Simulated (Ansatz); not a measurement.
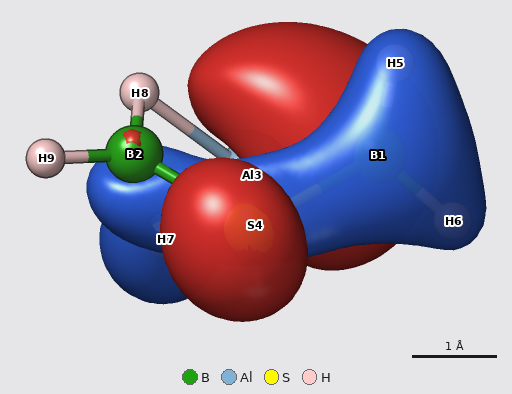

AlB$_{2}$H$_{5}$S. The HOMO at ±0.1 Å⁻³ᐟ² (blue and red are the two phases), seen from one side.

Geometry: PBE0-D4/def2-TZVP.

The calculation used RKS PBE0-D4/def2-TZVPP (Ansatz 0.2.0).

```yaml
atoms:
  - { symbol: B, position_ang: [0.1423, 1.1128, -1.1433] }
  - { symbol: B, position_ang: [-0.7874, -0.4817, 1.1888] }
  - { symbol: Al, position_ang: [0.8659, -0.7139, -0.5399] }
  - { symbol: S, position_ang: [-0.1558, 1.1082, 0.8353] }
  - { symbol: H, position_ang: [-0.9162, 1.1405, -1.6994] }
  - { symbol: H, position_ang: [0.9666, 1.9460, -1.3917] }
  - { symbol: H, position_ang: [1.8202, -1.7424, 0.2017] }
  - { symbol: H, position_ang: [-0.7243, -1.3556, 0.2983] }
  - { symbol: H, position_ang: [-1.2841, -0.8285, 2.2092] }
```

**What is the character of this orbital?**

Its weight (Hirshfeld) is mainly on Al3 (about 35 %), B1 (about 30 %), S4 (about 15 %) and H7 (about 5 %). Its energy is −6.75 eV.
